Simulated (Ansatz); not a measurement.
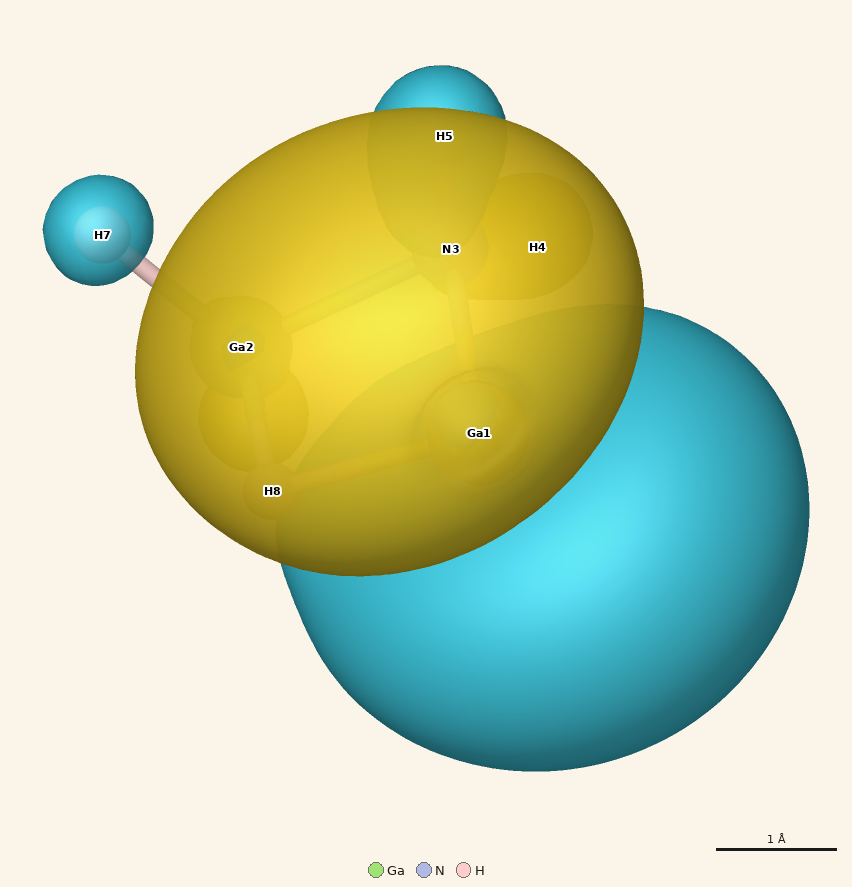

The picture shows: Ga$_{2}$H$_{5}$N. The LUMO at ±0.05 Å⁻³ᐟ² (yellow and cyan are the two phases), seen at an oblique angle.

Geometry: PBE0-D3(BJ)/def2-SVP.

Theory: Ansatz 0.2.0, isolated molecule in a Gaussian basis; Kohn-Sham density functional theory, functional PBE0.

The calculation's input:

```
crystal:
  periodic: [false, false, false]
  atoms:
    - symbol: Ga
      position_ang: [-0.274626, 1.117823, -2.895436]
    - symbol: Ga
      position_ang: [-1.337109, 1.975814, -0.343182]
    - symbol: N
      position_ang: [0.469825, 1.327979, -0.921222]
    - symbol: H
      position_ang: [1.233382, 1.997418, -0.824042]
    - symbol: H
      position_ang: [0.788139, 0.458918, -0.492242]
    - symbol: H
      position_ang: [-1.242205, 3.508468, -0.024761]
    - symbol: H
      position_ang: [-2.007265, 0.868159, 0.542018]
    - symbol: H
      position_ang: [-1.868751, 1.784532, -1.950479]
basis:
  gaussian: {orbitals: def2-TZVPD}
hamiltonian: {xc: {name: PBE0}}
output: {forces: true, orbitals: {seedname: orbitals}}
```

Launched as:

```sh
ansatz run input.yaml --threads 2 --pin off --max-ram 4350MiB --events-out events.jsonl --progress --plain --runs-dir runs
```

**What is the character of this orbital?**

Its weight (Hirshfeld) is mainly on Ga1 (about 85 %) and Ga2 (about 5 %). Its energy is −1.75 eV.
